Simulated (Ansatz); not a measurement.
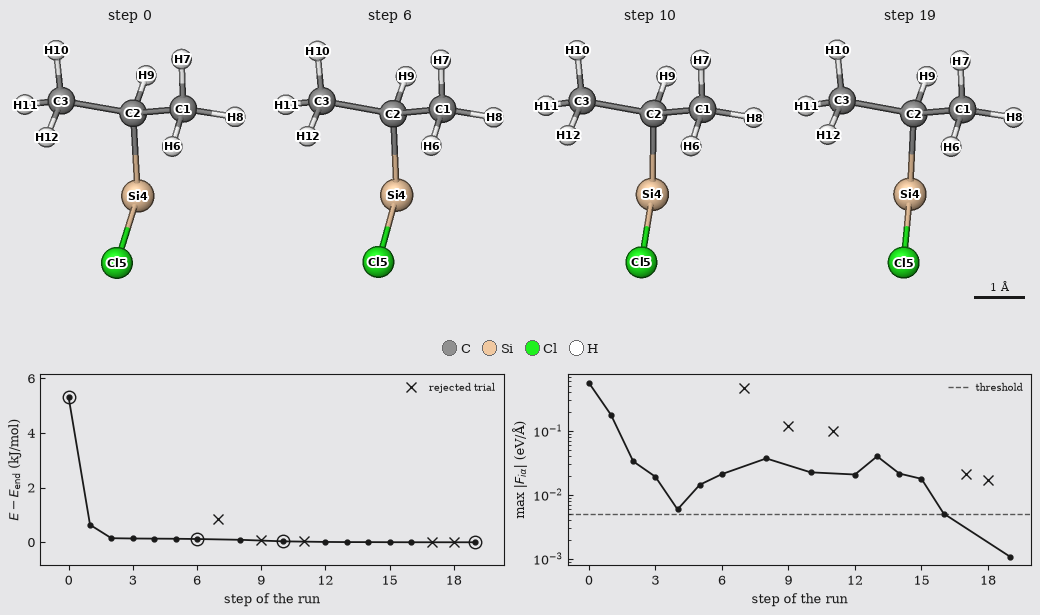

Frames of a relaxation of C$_{3}$H$_{7}$ClSi, marked on the history of the run. The picture is a ball-and-stick view, seen from a free direction.

The start comes from PBE-D4/def2-SVP.

Theory: RKS PBE0-D4/def2-TZVP in Ansatz.

Input
```yaml
crystal:
  periodic: [false, false, false]
  atoms:
    - {symbol: C, position_ang: [-0.708300, 0.397021, 1.082654]}
    - {symbol: C, position_ang: [-0.115705, -0.595820, 0.071762]}
    - {symbol: C, position_ang: [1.277885, -0.169417, -0.425290]}
    - {symbol: Si, position_ang: [-1.275050, -0.946111, -1.440668]}
    - {symbol: Cl, position_ang: [-1.432930, 1.035617, -2.204325]}
    - {symbol: H, position_ang: [-0.828143, 1.399492, 0.623469]}
    - {symbol: H, position_ang: [-0.047106, 0.504573, 1.970406]}
    - {symbol: H, position_ang: [-1.704819, 0.077790, 1.455899]}
    - {symbol: H, position_ang: [-0.026372, -1.596764, 0.558724]}
    - {symbol: H, position_ang: [1.999726, -0.109055, 0.417599]}
    - {symbol: H, position_ang: [1.704820, -0.880344, -1.166401]}
    - {symbol: H, position_ang: [1.233095, 0.827918, -0.909529]}
basis:
  gaussian: {orbitals: def2-TZVP}
hamiltonian: {xc: pbe0, dispersion: d4}
relax: {f_tol: 0.005, max_steps: 150}
```

Command:
```bash
ansatz run in.yaml --threads 4 --pin off --events-out ev --progress --plain --max-ram 10444MiB
```

Describe the path.

Answer. Si4 moves most after the best rigid fit: 0.16 Å. By element the largest moves are Si 0.16 Å, Cl 0.14 Å, H 0.07 Å, C 0.02 Å. Near-neighbour distances that change, for instance: Si4–Cl5 2.130 → 2.094 Å, C2–Si4 1.938 → 1.903 Å, C2–H9 1.117 → 1.100 Å, C1–H7 1.112 → 1.095 Å. Among the angles between lasting bonds that change: C3–C2–Si4 109.9° → 105.2°, C1–C2–Si4 113.6° → 118.1°. Over 14 accepted moves (19 points after the start) the energy falls by 5.31 kJ/mol. Largest force component: 0.57 eV/Å at the start, 0.0011 eV/Å at the end. The line search rejected the trial steps at points 7, 9, 11, 17, 18 of the run. The run took 81 s on 4 threads of Arm Neoverse V1, on a shared host. From step 0 to 6: Cl5 moves most (0.04 Å), energy −5.19 kJ/mol. From step 6 to 10: Si4 moves most (0.09 Å), energy −0.08 kJ/mol. From step 10 to 19: Si4 moves most (0.05 Å), energy −0.03 kJ/mol.

```csv
step,"E − E(0), kJ/mol","largest force component, eV/Å",note
0,0.00,0.5663,
1,-4.67,0.1779,
2,-5.16,0.0335,
3,-5.17,0.0192,
4,-5.18,0.0059,
5,-5.18,0.0144,
6,-5.19,0.0211,
7,-4.47,0.4645,rejected
8,-5.22,0.0372,
9,-5.21,0.1206,rejected
10,-5.28,0.0225,
11,-5.27,0.0988,rejected
12,-5.30,0.0208,
13,-5.30,0.0401,
14,-5.30,0.0216,
15,-5.31,0.0178,
16,-5.31,0.0051,
17,-5.31,0.0215,rejected
18,-5.31,0.0172,rejected
19,-5.31,0.0011,
```
